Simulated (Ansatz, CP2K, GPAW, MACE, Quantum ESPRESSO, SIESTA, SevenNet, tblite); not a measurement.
# SIESTA on random rock-salt alloy of NbC and TiC (64 atoms): settings against a plane-wave reference, part 2 of 2

Wanted: SIESTA inputs and outputs for random rock-salt alloy of NbC and TiC (64 atoms), checked against a plane-wave reference.

Program: SIESTA 5.4.2; the method stands at each step. Banners, paths, timers and routine set-up lines are dropped from the logs unmarked, and long logs keep their key lines alone; longer cuts are marked. The potentials were converted by us to PSML.

So far. Step 2 (PBE, DZP, shift 0.01 Ry, mesh 500 Ry): Forces lie 21 % from the reference's, at 23 times its CPU time (on 2 against 4 cores). Step 3 (PBE, SZP, shift 0.01 Ry, mesh 500 Ry): Against the first run (21 %), the force difference from the reference is 29 %, at 0.72 times the CPU time, with 704 basis functions against 1024: the smaller basis costs accuracy.

### Step 4. PBE, SZ, shift 0.01 Ry, mesh 500 Ry

Method: Kohn-Sham DFT, PBE, PseudoDojo 0.4.1 norm-conserving pseudopotentials (converted to PSML), numerical atomic orbitals (SZ), diagonalisation.

input.fdf reads:

```
SystemLabel cell
NumberOfAtoms 64
NumberOfSpecies 3
%block ChemicalSpeciesLabel
  1 22 Ti
  2 6 C
  3 41 Nb
%endblock ChemicalSpeciesLabel
LatticeConstant 1.0 Ang
%block LatticeVectors
  8.76240 0.00000 0.00000
  0.00000 8.76240 0.00000
  0.00000 0.00000 8.76240
%endblock LatticeVectors
PAO.BasisSize SZ
PAO.EnergyShift 0.01 Ry
XC.Functional GGA
XC.Authors PBE
MeshCutoff 500 Ry
%block kgrid_Monkhorst_Pack
  1 0 0 0.0
  0 1 0 0.0
  0 0 1 0.0
%endblock kgrid_Monkhorst_Pack
SolutionMethod diagon
OccupationFunction FD
ElectronicTemperature 580 K
SCF.Mixer.Method Pulay
SCF.Mixer.Weight 0.05
SCF.Mixer.History 8
SCF.Mix Hamiltonian
MaxSCFIterations 300
SCF.DM.Tolerance 1e-04
SCF.H.Tolerance 1.0e-3 eV
WriteForces T
Write.HirshfeldPop T
Write.VoronoiPop T
Write.DM F
Write.H F
XML.Write F
AtomicCoordinatesFormat Fractional
%block AtomicCoordinatesAndAtomicSpecies
[... 64 atom lines left out: the same atoms as in the first run ...]
%endblock AtomicCoordinatesAndAtomicSpecies
```

The run is started by

```sh
OMP_NUM_THREADS=1 siesta < input.fdf > output.txt
```

Output:

```text
Version         : 5.4.2
reinit: System Name:
reinit: System Label: cell
initatom: Reading input for the pseudopotentials and atomic orbitals ----------
Species number:   1 Atomic number:   22 Label: Ti
Species number:   2 Atomic number:    6 Label: C
Species number:   3 Atomic number:   41 Label: Nb
Ground state valence configuration (from tables):   4s02  4p00  3d02  4f00
Ground state valence configuration (from tables):   2s02  2p02  3d00  4f00
Ground state valence configuration (from tables):   5s01  5p00  4d04  4f00
---- Processing specs for species: Ti
GGA--PBE XC_GGA_X_PBE--XC_GGA_C_PBE pb
Semicore shell(s) with  8 electrons included in the valence for Ti
---- Processing specs for species: C
GGA--PBE XC_GGA_X_PBE--XC_GGA_C_PBE pb
---- Processing specs for species: Nb
[... lines left out ...]
Total number of electrons:   524.000000
[... lines left out ...]
stepf: Fermi-Dirac step function
        iscf     Eharris(eV)        E_KS(eV)     FreeEng(eV)     dDmax    Ef(eV) dHmax(eV)
[... lines left out ...]
SCF Convergence by DM+H criterion
[... lines left out ...]
SCF cycle converged after 23 iterations
[... lines left out ...]
   Max    1.791887
[... lines left out ...]
   Max    1.791887    constrained
Stress tensor Voigt[x,y,z,yz,xz,xy] (kbar):       77.61       78.32       89.86        2.00       -8.79        3.39
[... lines left out ...]
siesta: Etot    =    -57860.736086
siesta: FreeEng =    -57861.142949
siesta: Final energy (eV):
siesta:  Band Struct. =  -13780.360709
siesta:       Kinetic =   22632.712204
siesta:       Hartree =    8860.837569
siesta:         Exch. =  -10158.504645
siesta:         Corr. =    -798.452677
siesta:   Exch.-corr. =  -10956.957321
siesta:  Ion-electron =  -43461.511650
siesta:       Ion-ion =  -34935.816888
siesta:         Total =  -57860.736086
siesta:         Fermi =      -5.134025
siesta: Stress tensor (static) (eV/Ang**3):
siesta:     0.048440    0.002114   -0.005485
siesta:     0.002114    0.048886    0.001247
siesta:    -0.005485    0.001247    0.056088
siesta: Cell volume =        672.774038 Ang**3
siesta: Pressure (static):
siesta:                Solid            Molecule  Units
siesta:          -0.00055696         -0.00086986  Ry/Bohr**3
siesta:          -0.05113788         -0.07986688  eV/Ang**3
siesta:         -81.93190985       -127.96084440  kBar
    Orbital volume contribution        =          23.645578 eV
    (Free)E + p_basis*V_orbitals       =      -57837.497372 eV
    (Free)Eharris+ p_basis*V_orbitals  =      -57837.497411 eV
Hirshfeld Atomic Populations:
Atom #   charge [q] valence [e]  Species
     1     0.216133   11.783867  Ti
     2    -0.319198    4.319198  C
     3     0.512456   12.487544  Nb
     4    -0.333056    4.333056  C
     5     0.226565   11.773435  Ti
     6    -0.352143    4.352143  C
     7     0.255079   11.744921  Ti
[...]
15     0.523947   12.476053  Nb
[...]
17     0.519332   12.480668  Nb
[...]
--------------------
 Total    -0.000055
Voronoi Atomic Populations:
Atom #   charge [q] valence [e]  Species
[...]
45     0.702835   12.297165  Nb
[...]
57     0.699218   12.300782  Nb
[...]
61     0.339597   11.660403  Ti
    62    -0.446199    4.446199  C
    63     0.334671   11.665329  Ti
    64    -0.450636    4.450636  C
--------------------
 Total    -0.000055
```

Elapsed: 3.3 min, on 1 thread of Arm Neoverse V1, shared host; peak memory 0.9 GiB.

Against the reference:

```yaml
r_m_s_force_component: 0.68 eV/Å
r_m_s_difference_of_force_components: 320.2 meV/Å
longest_difference_of_force_vectors: 1193 meV/Å
force_difference_over_r_m_s_force: 62 %
slope_of_forces_against_the_reference_s: 1.175
correlation_of_force_components: 0.8921
pressure: -8.193 GPa
pressure_difference: -11.18 GPa
```

This is a coarse setting, run to see what it loses.

Against the first run (21 %), the force difference from the reference is 62 %, at 0.25 times the CPU time (on 1 against 2 cores), with 448 basis functions against 1024: the smaller basis costs accuracy.

### Step 5. All runs compared

Differences are against the plane-wave reference, forces as r.m.s. over components; share is that over the reference's r.m.s. force, slope the least-squares factor from reference forces to these. Total energies of different programs have different zeros and aren't compared.

| run | Δ force, r.m.s. (meV/Å) | share (%) | slope | Δ pressure (GPa) | cores | CPU time | memory (GiB) |
| --- | --- | --- | --- | --- | --- | --- | --- |
| reference | - | - | - | - | 4 | 35 s | 0.96 |
| SIESTA PBE, DZP, shift 0.01 Ry, mesh 500 Ry | 108 | 21.0 | 1.039 | 0.706 | 2 | 13 min | 2.0 |
| SIESTA PBE, SZP, shift 0.01 Ry, mesh 500 Ry (coarse) | 148 | 28.6 | 1.074 | 0.441 | 2 | 9.3 min | 1.8 |
| SIESTA PBE, SZ, shift 0.01 Ry, mesh 500 Ry (coarse) | 320 | 62.0 | 1.175 | -11.2 | 1 | 3.3 min | 0.9 |

Rows marked coarse were listed beforehand as settings not expected to be converged; some can still land near the reference.

CPU time is summed over cores on a shared host, where runs went side by side, so it is rough. Symmetry, cutoffs, thresholds, outputs and thread counts weren't matched or tuned between programs; memory under MPI is the largest rank's times the ranks.

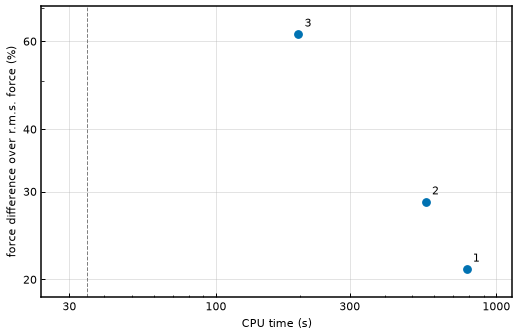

Force difference against CPU time; the dashed line marks the reference's time. Points: 1 SIESTA PBE, DZP, shift 0.01 Ry, mesh 500 Ry; 2 SIESTA PBE, SZP, shift 0.01 Ry, mesh 500 Ry; 3 SIESTA PBE, SZ, shift 0.01 Ry, mesh 500 Ry.

A second geometry, displaced anew (every atom was moved at random, 0.04 Å r.m.s. a Cartesian component), gives an energy difference that all programs can be tested on. The reference puts it at 33.01 meV/atom.

| run | energy less the first geometry's (meV/atom) | error (meV/atom) | force share at the second geometry (%) |
| --- | --- | --- | --- |
| SIESTA PBE, DZP, shift 0.01 Ry, mesh 500 Ry | 31.60 | -1.41 | 13.4 |
| SIESTA PBE, SZP, shift 0.01 Ry, mesh 500 Ry | 33.32 | 0.315 | 18.3 |
| SIESTA PBE, SZ, shift 0.01 Ry, mesh 500 Ry | 34.95 | 1.95 | 38.8 |

### Step 6. Outcome

| Quantity | Value |
| --- | --- |
| nearest in forces | SIESTA PBE, DZP, shift 0.01 Ry, mesh 500 Ry, 21 % |
| its CPU time | 13 min |

The PBE run in local orbitals, coarse settings apart, differs by 21 % (SIESTA PBE, DZP, shift 0.01 Ry, mesh 500 Ry); basis, grid and potentials can all enter. Runs with settings chosen to be coarse differ by 29 % (SIESTA PBE, SZP, shift 0.01 Ry, mesh 500 Ry) to 62 % (SIESTA PBE, SZ, shift 0.01 Ry, mesh 500 Ry), their programs' other errors included. None of the electronic-structure runs in the table takes under half the reference's CPU time of 35 s; they take 5.7 to 23 times as much. In pressure, SIESTA PBE, SZ, shift 0.01 Ry, mesh 500 Ry misses by -11.2 GPa, at the same functional. The energy difference between the two geometries, 33.0 meV/atom in the reference, is met best by SIESTA PBE, SZP, shift 0.01 Ry, mesh 500 Ry (coarse) (+0.315) and worst by SIESTA PBE, SZ, shift 0.01 Ry, mesh 500 Ry (coarse) (+1.95). The host structure and its lattice constant were typed by rule, without a check against the phase diagram. The reference's pressure of 3.0 GPa belongs to a cell and atoms that aren't relaxed at this level. The electronic-structure runs sample only Γ, in a cell whose shortest periodic width is 9 Å.

[Also dropped from logs without a mark: logging warnings of Python, and SIESTA's first energy breakdown and zero terms.]

[Logs are printed without paths, hosts, clocks, repeated set-up lines and the standing remarks that a program may print on its own settings, such as how far it seeks lower states.]

[Hosts, paths, dates, database ids (printed as entryN), source tags and the programs' standing remarks are cut or masked in the printed files.]
